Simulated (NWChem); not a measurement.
# GaHCl2O (SMILES [OH][Ga]([Cl])[Cl]): levels of theory compared

We compute a comparison of 3 runs (HF/def2-SVP, PBE/cc-pVDZ, PBE0/def2-SVP) of GaHCl2O. 

Program for the calculation: NWChem 7.3.0.

## 1. The structure to begin with

GaHCl2O has 5 atoms, charge 0, and is taken as a singlet. SMILES: `[OH][Ga]([Cl])[Cl]`. The coordinates come from a PBE0-D4/def2-TZVP relaxation.

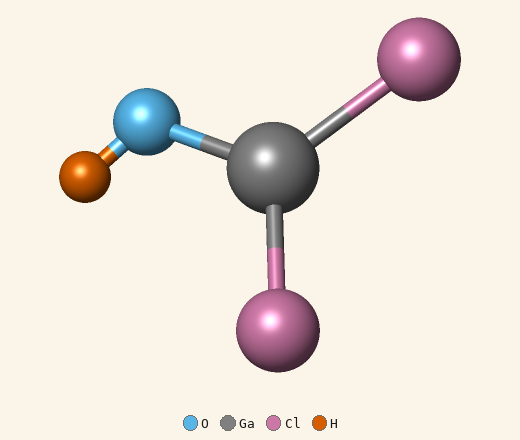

The structure, seen from a chosen angle (oxygen blue, gallium grey, chlorine pink, hydrogen orange).

## 2. Energy and gradient at HF/def2-SVP (run 1)

Input file geom.nw:

```
start geom
title "Cl2GaHO"
memory 2200 mb

geometry units angstrom noautosym nocenter noautoz
  O        0.254500       1.354600       0.245900
  Ga       0.118500      -0.394500       0.056800
  Cl       1.500000      -1.634900       1.057700
  Cl      -1.407900      -1.236300      -1.155800
  H       -0.415200       1.837400      -0.246000
end

basis spherical bse
  * library def2-SVP
end

scf
  thresh 1e-08
  maxiter 80
  print medium
end

task scf gradient
```

Launch:

```sh
$ nwchem geom.nw > geom.out
```

The log of the run:

```text
[...]
  functions       =    87
[...]
  wavefunction    = RHF
[...]
         Total SCF energy =  -2917.247997489359
      One-electron energy =  -4933.699548664405
      Two-electron energy =   1577.767263184709
 Nuclear repulsion energy =    438.684287990336
        Time for solution =     10.2s
[...]
                         RHF ENERGY GRADIENTS
    atom               coordinates                        gradient
                 x          y          z           x          y          z
   1 O       0.480935   2.559823   0.464684    0.016597  -0.001294   0.012718
   2 Ga      0.223933  -0.745497   0.107336   -0.002560  -0.008741  -0.002401
   3 Cl      2.834589  -3.089513   1.998763   -0.004421   0.004439  -0.003180
   4 Cl     -2.660545  -2.336268  -2.184145    0.003786   0.001566   0.002987
   5 H      -0.784614   3.472183  -0.464873   -0.013402   0.004031  -0.010124
[...]
```

Run time: 14 s. Hardware: 1 thread of AMD EPYC 9R45 (Zen 5), shared host; peak memory 0.1 GiB.

## 3. Energy and gradient at PBE/cc-pVDZ (run 2)

Input file run.py:

```python
from ase import Atoms
from ase.calculators.nwchem import NWChem

system = Atoms(['O', 'Ga', 'Cl', 'Cl', 'H'], positions=[
    [0.254500, 1.354600, 0.245900],
    [0.118500, -0.394500, 0.056800],
    [1.500000, -1.634900, 1.057700],
    [-1.407900, -1.236300, -1.155800],
    [-0.415200, 1.837400, -0.246000],
])

calc = NWChem(
    label='mymol',
    theory='dft',
    memory='2200 mb',
    basis='cc-pVDZ',
    basispar='spherical bse',
    dft={'xc': 'xpbe96 cpbe96', 'mult': '1', 'grid': 'xfine', 'convergence': 'energy 1e-08', 'iterations': '100', 'mulliken': None},
)
system.calc = calc

forces = system.get_forces()
print("Total energy (eV):", round(system.get_potential_energy(), 6))
print("forces (eV/A):")
for s, f in zip(system.symbols, forces):
    print(f"{s:2s} {f[0]:10.5f} {f[1]:10.5f} {f[2]:10.5f}")
print("dipole (e A):", system.get_dipole_moment().round(4))
```

Launch:

```sh
$ export ASE_NWCHEM_COMMAND="nwchem PREFIX.nwi > PREFIX.nwo"
$ python run.py
```

The log of the run:

```text
Total energy (eV): -79469.38419
forces (eV/A):
O     0.77082    0.45545    0.61429
Ga   -0.08870   -0.20409   -0.07785
Cl    0.41359   -0.35569    0.30046
Cl   -0.45519   -0.27603   -0.36299
H    -0.64051    0.38037   -0.47391
dipole (e A): [-0.1744  0.2545 -0.122 ]
```

The calculator wrote mymol.nwi:

```
title "mymol"

permanent_dir mymol

scratch_dir mymol

start mymol

geometry units angstrom nocenter noautosym noautoz
  O  2.5450000000000000e-01 1.3546000000000000e+00 2.4590000000000001e-01
  Ga 1.1849999999999999e-01 -3.9450000000000002e-01 5.6800000000000003e-02
  Cl 1.5000000000000000e+00 -1.6349000000000000e+00 1.0577000000000001e+00
  Cl -1.4078999999999999e+00 -1.2363000000000000e+00 -1.1557999999999999e+00
  H  -4.1520000000000001e-01 1.8373999999999999e+00 -2.4600000000000000e-01
end

memory 2200 mb

basis spherical bse noprint
   * library cc-pVDZ
end

dft
  xc xpbe96 cpbe96
  mult 1
  grid xfine
  convergence energy 1e-08
  iterations 100
  mulliken
end

task dft gradient
```

mymol.nwo:

```text
Northwest Computational Chemistry Package (NWChem) 7.3.0
             --------------------------------------------------------

           Job information
           ---------------

    nwchem branch   = 7.3.0
    use scalapack   = T
    input           = mymol.nwi
    prefix          = mymol.
    data base       = mymol/mymol.db
    status          = startup
    nproc           =        1

           Memory information
           ------------------

[... 5 lines left out ...]
    hardfail = no
[... 99 lines left out ...]
  convergence criterion.
[... 40 lines left out ...]
          Spatial weights used:  Erf1
[... 32 lines left out ...]
 1-e energy   =   -4933.076157
[... 44 lines left out ...]
           Coulomb energy =     1713.361355652618
[... 637 lines left out ...]
          Convergence on density requested:  1.00D-05
[... 26 lines left out ...]
          total energy or number of iterations.
[... 36 lines left out ...]
                 ----------------------------------------
                 |  Time  |  1-e(secs)   |  2-e(secs)   |
                 ----------------------------------------
                 |  CPU   |       0.01   |      31.42   |
                 ----------------------------------------
                 |  WALL  |       0.01   |      31.42   |
                 ----------------------------------------

 Task  times  cpu:      109.5s     wall:      109.5s
 Total times  cpu:      109.6s     wall:      109.6s
```

Wall time 1.8 min (1 thread of AMD EPYC 9R45 (Zen 5), shared host); peak memory 0.13 GiB.

## 4. Energy and gradient at PBE0/def2-SVP (run 3)

Input file run.py:

```python
from ase import Atoms
from ase.calculators.nwchem import NWChem

mol = Atoms(['O', 'Ga', 'Cl', 'Cl', 'H'], positions=[
    [0.254500, 1.354600, 0.245900],
    [0.118500, -0.394500, 0.056800],
    [1.500000, -1.634900, 1.057700],
    [-1.407900, -1.236300, -1.155800],
    [-0.415200, 1.837400, -0.246000],
])

calc = NWChem(
    label='cl2gaho',
    theory='dft',
    memory='2200 mb',
    basis='def2-SVP',
    basispar='spherical bse',
    dft={'xc': 'pbe0', 'mult': '1', 'grid': 'xfine', 'convergence': 'energy 1e-08', 'iterations': '100', 'mulliken': None},
)
mol.calc = calc

forces = mol.get_forces()
e = mol.get_potential_energy()
print(f"E = {e:.6f} eV")
print("forces (eV/A):")
for s, f in zip(mol.symbols, forces):
    print(f"{s:2s} {f[0]:10.5f} {f[1]:10.5f} {f[2]:10.5f}")
print("dipole (e A):", mol.get_dipole_moment().round(4))
```

Launch:

```sh
$ export ASE_NWCHEM_COMMAND="nwchem PREFIX.nwi > PREFIX.nwo"
$ python run.py
```

The log of the run:

```text
E = -79457.050323 eV
forces (eV/A):
O     0.10151   -0.07502    0.07384
Ga   -0.00195    0.14007    0.00566
Cl    0.12516   -0.11076    0.09076
Cl   -0.11621   -0.06618   -0.09261
H    -0.10850    0.11195   -0.07765
dipole (e A): [-0.2011  0.2176 -0.1443]
```

The calculator wrote cl2gaho.nwi:

```
title "cl2gaho"

permanent_dir cl2gaho

scratch_dir cl2gaho

start cl2gaho

geometry units angstrom nocenter noautosym noautoz
  O  2.5450000000000000e-01 1.3546000000000000e+00 2.4590000000000001e-01
  Ga 1.1849999999999999e-01 -3.9450000000000002e-01 5.6800000000000003e-02
  Cl 1.5000000000000000e+00 -1.6349000000000000e+00 1.0577000000000001e+00
  Cl -1.4078999999999999e+00 -1.2363000000000000e+00 -1.1557999999999999e+00
  H  -4.1520000000000001e-01 1.8373999999999999e+00 -2.4600000000000000e-01
end

memory 2200 mb

basis spherical bse noprint
   * library def2-SVP
end

dft
  xc pbe0
  mult 1
  grid xfine
  convergence energy 1e-08
  iterations 100
  mulliken
end

task dft gradient
```

cl2gaho.nwo:

```text
Northwest Computational Chemistry Package (NWChem) 7.3.0
             --------------------------------------------------------

           Job information
           ---------------

    nwchem branch   = 7.3.0
    use scalapack   = T
    input           = cl2gaho.nwi
    prefix          = cl2gaho.
    data base       = cl2gaho/cl2gaho.db
    status          = startup
    nproc           =        1

           Memory information
           ------------------

[... 5 lines left out ...]
    hardfail = no
[... 97 lines left out ...]
  convergence criterion.
[... 42 lines left out ...]
          Spatial weights used:  Erf1
[... 32 lines left out ...]
 1-e energy   =   -4933.583111
[... 50 lines left out ...]
           Coulomb energy =     1714.561267558024
[... 686 lines left out ...]
          Convergence on density requested:  1.00D-05
[... 28 lines left out ...]
          total energy or number of iterations.
[... 36 lines left out ...]
                 ----------------------------------------
                 |  Time  |  1-e(secs)   |  2-e(secs)   |
                 ----------------------------------------
                 |  CPU   |       0.00   |       2.75   |
                 ----------------------------------------
                 |  WALL  |       0.00   |       2.75   |
                 ----------------------------------------

 Task  times  cpu:       13.6s     wall:       13.6s
 Total times  cpu:       13.6s     wall:       13.6s
```

Run time: 15 s. Hardware: 1 thread of AMD EPYC 9R45 (Zen 5), shared host; peak memory 0.14 GiB.

## 5. The series

```csv
run,level,iteration cap,module,energy (Eh),dipole moment (D),HOMO energy (eV),LUMO energy (eV),wall time
1,HF/def2-SVP,80,scf,-2917.247997,1.64,-12.64,2.07,14 s
2,PBE/cc-pVDZ,100,dft,-2920.446026,1.59,-7.68,-2.42,1.8 min
3,PBE0/def2-SVP,100,dft,-2919.992765,1.58,-9.23,-1.38,15 s
```

## 6. Outcome

```
                       quantity           value
            run 3: total energy  -2919.99277 Eh
           run 3: dipole moment          1.58 D
             run 3: HOMO energy        -9.23 eV
             run 3: LUMO energy        -1.38 eV
           run 3: HOMO–LUMO gap         7.86 eV
run 3: largest force on an atom      0.190 eV/Å
```

The dipole moment (its size) runs from 1.58 D (PBE0/def2-SVP) to 1.64 D (HF/def2-SVP). The HOMO–LUMO gap runs from 5.26 eV (PBE/cc-pVDZ) to 14.70 eV (HF/def2-SVP). The two ends differ in method and basis. Totals of different functionals can't be ranked against each other. All runs together took 2.3 min, the longest 1.8 min.
